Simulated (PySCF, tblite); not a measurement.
**C6H4NOSi radical: geometry, infrared bands and EPR parameters**

Aim: predict the infrared bands and EPR parameters of C6H4NOSi radical (`[H]/N=[C]/C#CC(=O)[SiH2]C#C`).

Programs: tblite 0.8.0 and PySCF 2.14.0, with density-fitted response routines of our own. Each step states its level of theory. These are calculated values for one molecule in the gas phase, unless marked as measured. Atoms count from 0, in the outputs and in this text.

**1. Starting geometry**

13 atoms, charge 0, multiplicity 2; geometry from: force field or distance geometry start.

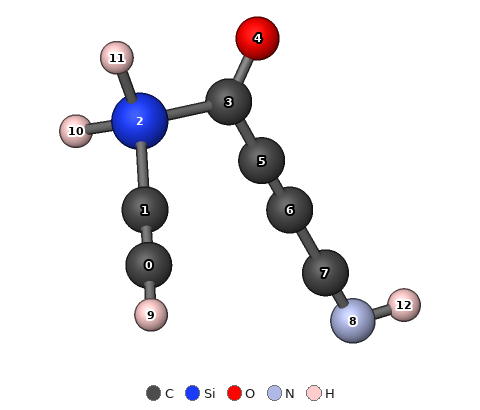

As it starts; carbon dark grey, silicon blue, oxygen red, nitrogen light blue, hydrogen pink, atoms numbered.

**2. Optimising the geometry with GFN2-xTB**

What the job is given:

```
{"job": {"kind": "relax", "xc": "GFN2-xTB", "basis": "xTB"}, "charge": 0, "multiplicity": 2}
C     -2.818700     1.048600    -1.080500
C     -2.367300     0.580400    -0.089100
Si    -1.622600    -0.170500     1.493900
C     -0.116900    -1.205400     1.161400
O     -0.037500    -2.347300     1.632900
C      0.943100    -0.648500     0.382100
C      1.842700    -0.183200    -0.274500
C      2.994600     0.410500    -1.107100
N      3.863400     0.858100    -1.749400
H     -3.246300     1.473600    -1.961900
H     -1.299500     0.958300     2.405400
H     -2.712700    -0.935800     2.181100
H      4.573500     0.161700    -1.948000
```

Launch:

```
OMP_NUM_THREADS=1 python probes_run.py task.json out
```

This one command runs all jobs of the session in turn.

**Question.** This job is followed by: GFN2-xTB harmonic vibrations, gas phase; UKS B3LYP, pcH-1 on C H N O Si, non-relativistic, mean-field spin-orbit, GIAO. Predict these results of the whole session: strongest single infrared mode (GFN2-xTB); zero-point energy (GFN2-xTB); g(iso) (B3LYP); ⟨S²⟩; largest a(iso) (averaged by class); potential on the surface of density 0.002 e/bohr³, 1st and 99th percentile.

The runs gave:

```
                                                                  quantity                   value
                                 strongest single infrared mode (GFN2-xTB)  2208 cm⁻¹, 1535 km/mol
                                              zero-point energy (GFN2-xTB)           43.8 kcal/mol
                                                            g(iso) (B3LYP)                 2.00479
                                                                      ⟨S²⟩      0.764 (exact 0.75)
                                        largest a(iso) (averaged by class)     1H on H12, 99.7 MHz
potential on the surface of density 0.002 e/bohr³, 1st and 99th percentile      -1.70 V and 2.41 V
```

In words: The optimisation took 91 steps and gained 2.084 eV; among the close pairs (by a distance rule), C6–C7 changed most, from 1.540 to 1.285 Å. The lowest mode is slightly imaginary (11i cm⁻¹), a soft motion within the noise of the Hessian, so the minimum is not strictly shown. The strongest single mode, at 2208 cm⁻¹, moves mainly C7 and C6. Unscaled tight-binding wavenumbers are off by several per cent, some by more. Its intensities can rank the bands wrongly. The largest spin populations lie on C5 (0.34 e), C7 (0.26 e), O4 (0.26 e). The isotropic g lies 2.5 ppt above the free-electron value. These values are for one conformer; the search (at its own cheap level) found 2 more, at 0.19, 0.30 kcal/mol, and measured spectra average over such forms.
